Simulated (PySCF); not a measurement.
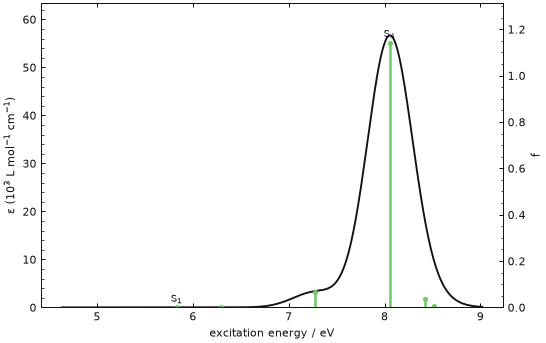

Vertical TDDFT excitations, PBE0/def2-SVPD, PySCF 2.14.0, at a GFN2-xTB geometry (no frequency check), gas phase. The lowest 6 singlet states are shown; each is broadened by a Gaussian of 1/e half-width 0.33 eV. Sticks give oscillator strengths (right axis).

### Which molecule gives this spectrum?
A. C₃H₇AlFN, SMILES FCCC#[N+][AlH3-], singlet
B. C₅H₂F₆, SMILES C=C=C(C(F)(F)F)C(F)(F)F
C. C₄H₆N₂OSe, SMILES CCOc1cn[se]n1

Option B. Its lowest singlet lies at 5.83 eV (f = 0.000) and the brightest of those computed is S4 at 8.05 eV (154 nm), f = 1.143, mixed, the largest part being HOMO−1 → LUMO+1 (48 %).

Caveats: the tight-binding geometry is rougher than a DFT one and adds to the error; core orbitals are frozen in the response.
